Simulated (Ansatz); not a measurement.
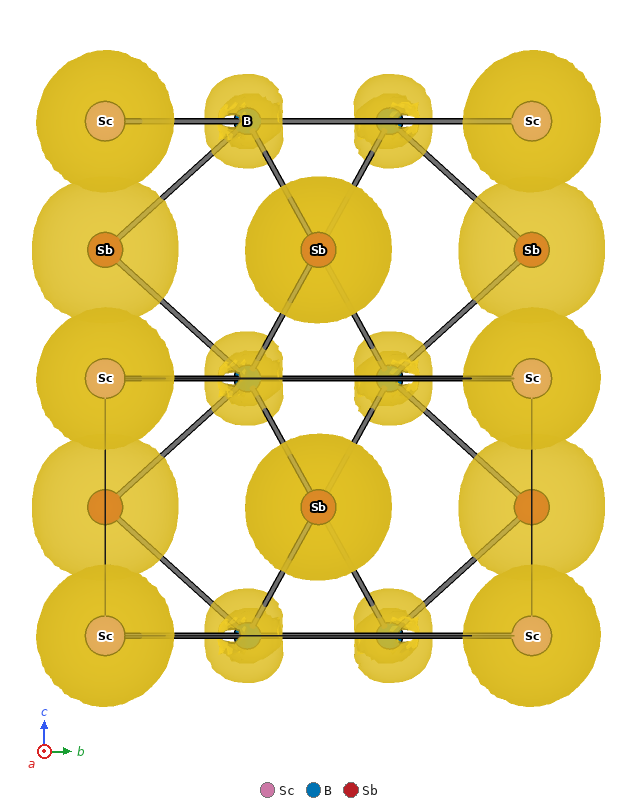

The picture shows: ScB2Sb3. Isosurface of the valence charge density (pseudo) at 0.6 e/Å³ (yellow), seen along the a axis. Sticks mark near contacts.

Space group P6/mmm; a structure generated by program, which may or may not match a known phase.

Theory: DFT PBE, scalar-relativistic, plane waves, PAW (Ansatz 0.2.0).

The density is the valence pseudo-density of a PAW calculation; it isn't the true density close to the nuclei.

**Which contacts does the surface bridge?**

At this value the density breaks into separate islands; it holds about 65 % of the electrons treated as valence (semicore included). It bridges none of the near contacts. It is pinched off along the sampled B–Sb (2.50 Å) and Sc–B (3.71 Å) contacts. On the grid the lowest density along these lines, outside the cores, is 0.39 e/Å³ (B–Sb, 2.50 Å) and 0.06 e/Å³ (Sc–B, 3.71 Å).
